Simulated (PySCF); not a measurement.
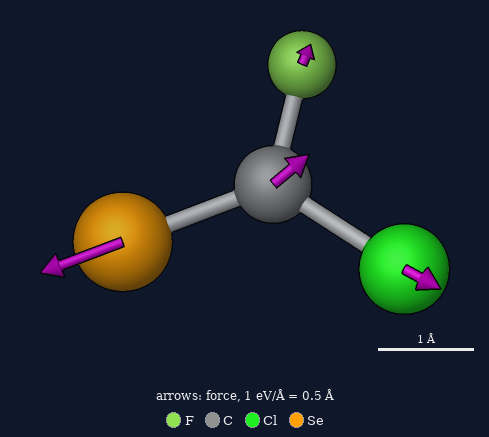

Starting geometry of CSeClF with the computed forces as purple arrows. Style: ball-and-stick. Shown at a tilt.

The start comes from GFN2-xTB. Its atoms were then displaced at random by about 0.01 Å.

Computed with PBE0-D3(BJ)/def2-SVP geometry optimisation, gas phase (PySCF). 

> Is this structure relaxed? If not, where do the atoms go?

It isn't relaxed: the largest force vector, on the Se atom, is 1.90 eV/Å. The atoms end up moving mostly along the starting forces (cosine between the two patterns 0.92). After 6 geometry steps the energy has fallen by 1.28 kcal/mol. The Se atom moves most after the best rigid fit: 0.041 Å. Largest moves by element: Se 0.041 Å, Cl 0.028 Å, F 0.014 Å, C 0.008 Å. Near-neighbour distances that change, for instance: C–Se 1.702 → 1.746 Å, C–Cl 1.684 → 1.714 Å. Cost: 14 s on 1 thread of Arm Neoverse V1 (shared host).
